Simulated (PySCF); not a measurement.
# HPO (PHO): electronic excitations at several levels of theory, part 2 of 2

PySCF 2.14.0. Atoms count from 0.

### 10 TDDFT and polarisability: wB97X-D/def2-SVPD

What the job is given:

```
{"job": {"kind": "uv", "xc": "wB97X-D", "basis": "def2-SVPD", "ip": true}, "charge": 0, "multiplicity": 1}
O      1.192176    -0.293743    -0.001135
P     -0.004908     0.602175    -0.026732
H     -1.164309    -0.313501     0.002767
```

Level: TDDFT wB97X-D/def2-SVPD, vertical, gas phase, core orbitals frozen in the response.

Log:

```text
coarse grid: 3336 points
cycle   1  E = -416.7501563276  dE =  1.264e-01  |g| = 8.058e-01  |ddm| = 1.800e+00
cycle   2  E = -416.3480210802  dE =  4.021e-01  |g| = 1.615e+00  |ddm| = 1.661e+00
cycle   3  E = -416.8974691075  dE = -5.494e-01  |g| = 3.592e-02  |ddm| = 1.083e+00
cycle   4  E = -416.8978790166  dE = -4.099e-04  |g| = 1.526e-02  |ddm| = 6.973e-02
cycle   5  E = -416.8979416092  dE = -6.259e-05  |g| = 4.076e-03  |ddm| = 1.546e-02
cycle   6  E = -416.8979481491  dE = -6.540e-06  |g| = 8.365e-04  |ddm| = 7.661e-03
final grid: 28512 points
cycle   7  E = -416.9522704590  dE = -1.604e-05  |g| = 2.440e-03  |ddm| = 2.729e-02
cycle   8  E = -416.9522692031  dE =  1.256e-06  |g| = 3.924e-03  |ddm| = 5.368e-03
cycle   9  E = -416.9522721769  dE = -2.974e-06  |g| = 2.225e-04  |ddm| = 2.561e-03
cycle  10  E = -416.9522722221  dE = -4.522e-08  |g| = 6.034e-05  |ddm| = 1.097e-03
cycle  11  E = -416.9522722253  dE = -3.209e-09  |g| = 2.730e-05  |ddm| = 2.626e-04
cycle  12  E = -416.9522722260  dE = -7.078e-10  |g| = 8.814e-06  |ddm| = 1.284e-04
converged SCF energy = -416.9522722260

Static polarisability (au): isotropic 27.873, principal 22.611 27.977 33.030

Singlet excitations
state   eV       nm        f      main configurations
  1   2.3809    520.7   0.00291   H->L 0.99
  2   5.4976    225.5   0.00830   H-1->L 0.98
  3   6.3585    195.0   0.00919   H->L+1 0.81, H-2->L 0.13
  4   6.7497    183.7   0.00000   H-3->L 0.99
  5   7.0148    176.7   0.09138   H-2->L 0.69, H->L+2 0.17
  6   7.5142    165.0   0.17062   H->L+2 0.76, H->L+1 0.11, H-2->L 0.08
  7   8.8581    140.0   0.06040   H->L+3 0.90
  8   9.5592    129.7   0.00279   H-2->L+1 0.65, H->L+7 0.24, H->L+5 0.09
  9   9.7527    127.1   0.08285   H->L+7 0.50, H-2->L+1 0.33, H->L+5 0.14
 10   9.8410    126.0   0.14236   H->L+4 0.73, H-1->L+1 0.20

Triplet excitations (Tamm-Dancoff, eV): 1.5589 4.1885 4.6170 5.7122
Vertical ionisation energy (delta-SCF) = 10.3964 eV
Vertical electron affinity (delta-SCF) = 0.9320 eV
```

Run time: 3.6 s. Hardware: 1 thread, shared host.

Key values: HOMO -9.54 eV, LUMO -1.55 eV; lowest singlet 2.38 eV.

### 11 Excited states and response: LC-wPBE/def2-SVPD

What the job is given:

```
{"job": {"kind": "uv", "xc": "LC-wPBE", "basis": "def2-SVPD", "ip": true}, "charge": 0, "multiplicity": 1}
O      1.192176    -0.293743    -0.001135
P     -0.004908     0.602175    -0.026732
H     -1.164309    -0.313501     0.002767
```

Level: TDDFT LC-wPBE/def2-SVPD, vertical, gas phase, core orbitals frozen in the response.

Log:

```text
coarse grid: 3336 points
cycle   1  E = -416.6156119618  dE =  8.883e-02  |g| = 7.961e-01  |ddm| = 1.799e+00
cycle   2  E = -416.3766143691  dE =  2.390e-01  |g| = 1.375e+00  |ddm| = 1.462e+00
cycle   3  E = -416.7574235200  dE = -3.808e-01  |g| = 3.858e-02  |ddm| = 8.871e-01
cycle   4  E = -416.7579134430  dE = -4.899e-04  |g| = 1.282e-02  |ddm| = 6.949e-02
cycle   5  E = -416.7579756937  dE = -6.225e-05  |g| = 2.942e-03  |ddm| = 1.869e-02
cycle   6  E = -416.7579815541  dE = -5.860e-06  |g| = 6.711e-04  |ddm| = 7.403e-03
final grid: 28512 points
cycle   7  E = -416.8271203026  dE = -1.012e-05  |g| = 1.539e-03  |ddm| = 2.627e-02
cycle   8  E = -416.8271207668  dE = -4.641e-07  |g| = 8.290e-04  |ddm| = 2.304e-03
cycle   9  E = -416.8271208553  dE = -8.859e-08  |g| = 4.923e-04  |ddm| = 1.011e-03
cycle  10  E = -416.8271209070  dE = -5.170e-08  |g| = 1.130e-04  |ddm| = 4.418e-04
cycle  11  E = -416.8271209123  dE = -5.208e-09  |g| = 1.986e-05  |ddm| = 1.812e-04
cycle  12  E = -416.8271209126  dE = -3.604e-10  |g| = 6.158e-06  |ddm| = 5.295e-05
converged SCF energy = -416.8271209126

Static polarisability (au): isotropic 27.391, principal 22.224 27.422 32.527

Singlet excitations
state   eV       nm        f      main configurations
  1   2.4007    516.5   0.00308   H->L 0.99
  2   5.6471    219.6   0.00845   H-1->L 0.97
  3   6.4571    192.0   0.01073   H->L+1 0.71, H->L+2 0.17, H-2->L 0.10
  4   6.9237    179.1   0.00000   H-3->L 0.97
  5   7.1711    172.9   0.09341   H-2->L 0.72, H->L+2 0.16
  6   7.7106    160.8   0.17789   H->L+2 0.63, H->L+1 0.24, H-2->L 0.08
  7   9.0441    137.1   0.06953   H->L+3 0.88
  8   9.7672    126.9   0.00031   H->L+7 0.47, H-2->L+1 0.38, H->L+5 0.08
  9   9.9966    124.0   0.09008   H-2->L+1 0.52, H->L+7 0.37
 10  10.0588    123.3   0.12187   H->L+4 0.75, H-1->L+1 0.09

Triplet excitations (Tamm-Dancoff, eV): 1.4252 4.1747 4.6513 5.5306
Vertical ionisation energy (delta-SCF) = 10.4547 eV
Vertical electron affinity (delta-SCF) = 1.0935 eV
```

Wall time 5.1 s (1 thread, shared host).

This run: HOMO -10.30 eV, LUMO -0.96 eV; lowest singlet 2.40 eV.

### 12 Ultraviolet spectrum: PBE0/6-31G*

What the job is given:

```
{"job": {"kind": "uv", "xc": "PBE0", "basis": "6-31G*"}, "charge": 0, "multiplicity": 1}
O      1.192176    -0.293743    -0.001135
P     -0.004908     0.602175    -0.026732
H     -1.164309    -0.313501     0.002767
```

With the program's defaults for keys left out, this is: TDDFT PBE0/6-31G*, vertical, gas phase, core orbitals frozen in the response.

Log:

```text
coarse grid: 3336 points
cycle   1  E = -416.7602183657  dE =  2.502e-01  |g| = 8.549e-01  |ddm| = 1.962e+00
cycle   2  E = -415.4020325691  dE =  1.358e+00  |g| = 2.457e+00  |ddm| = 3.051e+00
cycle   3  E = -416.9271187186  dE = -1.525e+00  |g| = 4.994e-02  |ddm| = 2.537e+00
cycle   4  E = -416.9276893639  dE = -5.706e-04  |g| = 4.259e-02  |ddm| = 1.132e-01
cycle   5  E = -416.9281351798  dE = -4.458e-04  |g| = 1.283e-02  |ddm| = 4.095e-02
cycle   6  E = -416.9281686809  dE = -3.350e-05  |g| = 4.150e-03  |ddm| = 8.841e-03
cycle   7  E = -416.9281724137  dE = -3.733e-06  |g| = 5.650e-04  |ddm| = 3.819e-03
final grid: 28512 points
cycle   8  E = -416.9027464824  dE =  1.302e-06  |g| = 5.599e-03  |ddm| = 9.620e-03
cycle   9  E = -416.9027164613  dE =  3.002e-05  |g| = 1.315e-02  |ddm| = 1.393e-02
cycle  10  E = -416.9027528024  dE = -3.634e-05  |g| = 6.941e-04  |ddm| = 9.826e-03
cycle  11  E = -416.9027529432  dE = -1.408e-07  |g| = 5.143e-05  |ddm| = 9.489e-04
cycle  12  E = -416.9027529440  dE = -7.988e-10  |g| = 6.852e-06  |ddm| = 7.930e-05
converged SCF energy = -416.9027529440

Static polarisability (au): isotropic 20.710, principal 15.079 19.678 27.372

Singlet excitations
state   eV       nm        f      main configurations
  1   2.3834    520.2   0.00416   H->L 0.98
  2   5.4201    228.7   0.01129   H-1->L 0.98
  3   6.4935    190.9   0.00643   H->L+1 0.75, H-2->L 0.23
  4   6.7125    184.7   0.00058   H-3->L 0.99
  5   7.3131    169.5   0.10083   H-2->L 0.60, H->L+1 0.17, H->L+2 0.15
  6   8.9526    138.5   0.20264   H->L+2 0.72, H-1->L+1 0.14
  7   9.6577    128.4   0.02995   H-2->L+1 0.99
  8  10.2173    121.3   0.33526   H-1->L+1 0.81
  9  11.0589    112.1   0.00133   H-2->L+2 0.89, H-4->L 0.11
 10  11.1421    111.3   0.03296   H-3->L+1 0.54, H-1->L+2 0.41

Triplet excitations (Tamm-Dancoff, eV): 1.4703 3.8899 4.4004 5.7032
```

Wall time 0.8 s (1 thread, shared host).

Key values: HOMO -7.37 eV, LUMO -3.07 eV; lowest singlet 2.38 eV.

### 13 Excited states and response: PBE0/def2-SVP

What the job is given:

```
{"job": {"kind": "uv", "xc": "PBE0", "basis": "def2-SVP"}, "charge": 0, "multiplicity": 1}
O      1.192176    -0.293743    -0.001135
P     -0.004908     0.602175    -0.026732
H     -1.164309    -0.313501     0.002767
```

Method: TDDFT PBE0/def2-SVP, vertical, gas phase, core orbitals frozen in the response.

Log:

```text
coarse grid: 3336 points
cycle   1  E = -416.5327518858  dE =  2.361e-01  |g| = 8.655e-01  |ddm| = 1.930e+00
cycle   2  E = -415.1104409408  dE =  1.422e+00  |g| = 2.516e+00  |ddm| = 3.003e+00
cycle   3  E = -416.7033788351  dE = -1.593e+00  |g| = 5.479e-02  |ddm| = 2.498e+00
cycle   4  E = -416.7039711210  dE = -5.923e-04  |g| = 4.685e-02  |ddm| = 1.208e-01
cycle   5  E = -416.7045216927  dE = -5.506e-04  |g| = 1.437e-02  |ddm| = 4.475e-02
cycle   6  E = -416.7045643809  dE = -4.269e-05  |g| = 4.607e-03  |ddm| = 1.096e-02
cycle   7  E = -416.7045689615  dE = -4.581e-06  |g| = 5.436e-04  |ddm| = 3.980e-03
final grid: 28512 points
cycle   8  E = -416.7573027111  dE =  2.194e-06  |g| = 6.901e-03  |ddm| = 1.295e-02
cycle   9  E = -416.7572559519  dE =  4.676e-05  |g| = 1.637e-02  |ddm| = 1.640e-02
cycle  10  E = -416.7573122107  dE = -5.626e-05  |g| = 7.418e-04  |ddm| = 1.182e-02
cycle  11  E = -416.7573123626  dE = -1.518e-07  |g| = 4.893e-05  |ddm| = 1.046e-03
cycle  12  E = -416.7573123633  dE = -7.860e-10  |g| = 9.823e-06  |ddm| = 8.597e-05
converged SCF energy = -416.7573123633

Static polarisability (au): isotropic 21.112, principal 14.859 20.083 28.393

Singlet excitations
state   eV       nm        f      main configurations
  1   2.3674    523.7   0.00340   H->L 0.98
  2   5.4231    228.6   0.00968   H-1->L 0.98
  3   6.6745    185.8   0.00073   H-3->L 0.99
  4   6.6960    185.2   0.02681   H->L+1 0.56, H-2->L 0.38
  5   7.4437    166.6   0.07548   H-2->L 0.42, H->L+2 0.32, H->L+1 0.18
  6   8.4323    147.0   0.29242   H->L+2 0.62, H->L+1 0.21, H-2->L 0.09
  7   9.8981    125.3   0.02507   H-2->L+1 0.99
  8  10.2774    120.6   0.12633   H-1->L+1 0.94
  9  10.8456    114.3   0.00277   H-2->L+2 0.89, H-4->L 0.10
 10  11.1950    110.7   0.14610   H-1->L+2 0.57, H-3->L+1 0.29, H-3->L+2 0.09

Triplet excitations (Tamm-Dancoff, eV): 1.4428 3.9126 4.3942 5.7805
```

Wall time 0.8 s (1 thread, shared host).

Key values: HOMO -7.38 eV, LUMO -3.08 eV; lowest singlet 2.37 eV.

### 14 Ultraviolet spectrum: PBE0/def2-TZVP

What the job is given:

```
{"job": {"kind": "uv", "xc": "PBE0", "basis": "def2-TZVP"}, "charge": 0, "multiplicity": 1}
O      1.192176    -0.293743    -0.001135
P     -0.004908     0.602175    -0.026732
H     -1.164309    -0.313501     0.002767
```

With the program's defaults for keys left out, this is: TDDFT PBE0/def2-TZVP, vertical, gas phase, core orbitals frozen in the response.

Log:

```text
coarse grid: 3336 points
cycle   1  E = -416.8166714414  dE =  2.276e-01  |g| = 8.786e-01  |ddm| = 1.551e+00
cycle   2  E = -415.4551783338  dE =  1.361e+00  |g| = 2.517e+00  |ddm| = 2.049e+00
cycle   3  E = -416.9780089935  dE = -1.523e+00  |g| = 6.653e-02  |ddm| = 1.713e+00
cycle   4  E = -416.9790399194  dE = -1.031e-03  |g| = 4.830e-02  |ddm| = 1.059e-01
cycle   5  E = -416.9795793620  dE = -5.394e-04  |g| = 1.349e-02  |ddm| = 3.041e-02
cycle   6  E = -416.9796157009  dE = -3.634e-05  |g| = 3.748e-03  |ddm| = 7.944e-03
cycle   7  E = -416.9796185756  dE = -2.875e-06  |g| = 6.516e-04  |ddm| = 2.585e-03
final grid: 28512 points
cycle   8  E = -416.9808498093  dE = -6.329e-07  |g| = 7.247e-03  |ddm| = 1.014e-02
cycle   9  E = -416.9808061220  dE =  4.369e-05  |g| = 1.655e-02  |ddm| = 1.146e-02
cycle  10  E = -416.9808587143  dE = -5.259e-05  |g| = 1.292e-03  |ddm| = 8.337e-03
cycle  11  E = -416.9808590330  dE = -3.187e-07  |g| = 9.619e-05  |ddm| = 1.075e-03
cycle  12  E = -416.9808590352  dE = -2.218e-09  |g| = 1.661e-05  |ddm| = 9.045e-05
cycle  13  E = -416.9808590353  dE = -7.333e-11  |g| = 1.551e-06  |ddm| = 1.816e-05
converged SCF energy = -416.9808590353

Static polarisability (au): isotropic 24.538, principal 18.027 24.588 30.997

Singlet excitations
state   eV       nm        f      main configurations
  1   2.3862    519.6   0.00292   H->L 0.99
  2   5.3603    231.3   0.00842   H-1->L 0.98
  3   6.2030    199.9   0.00629   H->L+1 0.82, H-2->L 0.15
  4   6.6092    187.6   0.00005   H-3->L 0.99
  5   6.9009    179.7   0.08448   H-2->L 0.67, H->L+2 0.16, H->L+1 0.10
  6   7.8260    158.4   0.25989   H->L+2 0.79, H-2->L 0.08
  7   9.3158    133.1   0.02877   H-2->L+1 0.99
  8   9.6995    127.8   0.22117   H-1->L+1 0.91
  9  10.3397    119.9   0.00106   H-2->L+2 0.95
 10  10.4894    118.2   0.02955   H-1->L+2 0.70, H-3->L+1 0.27

Triplet excitations (Tamm-Dancoff, eV): 1.4506 3.9498 4.4023 5.3656
```

Wall time 1.6 s (1 thread, shared host).

In short: HOMO -7.57 eV, LUMO -3.30 eV; lowest singlet 2.39 eV.

### 15 Side by side: electronic excitations

Excitations and ground-state properties, with basis size and wall time:

```tsv
run	lowest singlet (eV)	brightest (eV)	f	gap (eV)	α (Å³)	μ (D)	functions	time
HF/def2-SVPD	2.70	8.17	0.227	11.19	3.95	2.93	55	0.5 s
LDA/def2-SVPD	2.19	6.66	0.117	1.79	4.27	2.26	55	2.5 s
PBE/def2-SVPD	2.28	6.68	0.106	1.91	4.25	2.18	55	3.8 s
B3LYP/def2-SVPD	2.38	7.18	0.134	3.82	4.16	2.41	55	3.3 s
PBE0/def2-SVPD	2.37	7.35	0.153	4.24	4.13	2.40	55	3.1 s
BHandHLYP/def2-SVPD	2.50	7.62	0.179	6.61	4.04	2.66	55	3.3 s
CAM-B3LYP/def2-SVPD	2.39	7.36	0.147	6.84	4.12	2.54	55	3.9 s
wB97X-D/def2-SVPD	2.38	7.51	0.171	7.99	4.13	2.45	55	3.6 s
LC-wPBE/def2-SVPD	2.40	7.71	0.178	9.34	4.06	2.53	55	5.1 s
PBE0/6-31G*	2.38	10.22	0.335	4.30	3.07	2.19	34	0.8 s
PBE0/def2-SVP	2.37	8.43	0.292	4.30	3.13	2.25	37	0.8 s
PBE0/def2-TZVP	2.39	7.83	0.260	4.27	3.64	2.38	74	1.6 s
```

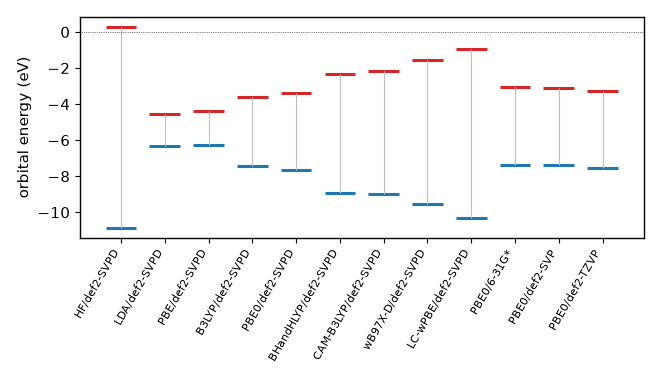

HOMO (blue) and LUMO (red) run by run.

### 16 Results

The summary covers parts 1 to 2.

| quantity | value |
| --- | --- |
| point group | Cs |
| rotational constants (main isotopes) | 260.13, 20.68, 19.16 GHz |
| lowest singlet (HF/def2-SVPD) | 2.70 eV (459 nm), f = 0.005 |
| brightest single state of those computed | state 6, 8.17 eV, f = 0.227 |
| lowest triplet | 1.52 eV |
| range of the lowest singlet | 2.19 to 2.70 eV |

In words: Single values in the summary come from the first run of each kind that ended normally (HF/def2-SVPD), which need not be the best level. The optimisation took 4 steps and gained 0.056 eV; among the close pairs (by a distance rule), O0–P1 changed most, from 1.455 to 1.495 Å. The lowest singlet, at 2.70 eV, is HOMO→LUMO 0.94 and is weak; of the 10 states computed, the strongest absorption comes from state 6 at 8.17 eV. The lowest triplet lies 1.18 eV below the lowest singlet (triplets in Tamm-Dancoff, singlets in full TDDFT). The lowest singlet runs from 2.19 eV (LDA/def2-SVPD) to 2.70 eV (HF/def2-SVPD), while the orbital gap spans 1.79 to 11.19 eV. The lowest state need not be the same one in every run. The runs solved for a few states only, so the brightest column depends on that window.
